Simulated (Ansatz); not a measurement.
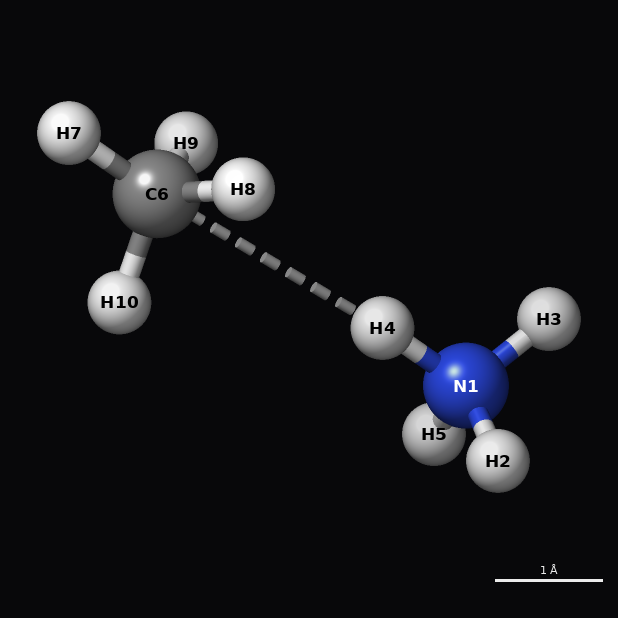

Two molecules or ions; the broken line marks their closest contact (measured against van der Waals radii). Charge +1, singlet. Geometry: a pair of rigid molecules at a changed separation. Program: Ansatz 0.2.0.

### Which two species are they?

NH4 and CH4 (`C.[NH4+]`).

### How long is the contact?

H4···C6 is 2.65 Å.

Give the counterpoise-corrected interaction energy (kJ/mol, monomers kept as in the pair) with RHF-CCSD(T) (frozen core)/def2-TZVPPD.

| level | interaction energy (kJ/mol) |
| --- | --- |
| RHF-CCSD(T) (frozen core)/def2-TZVPPD | −17.1 |
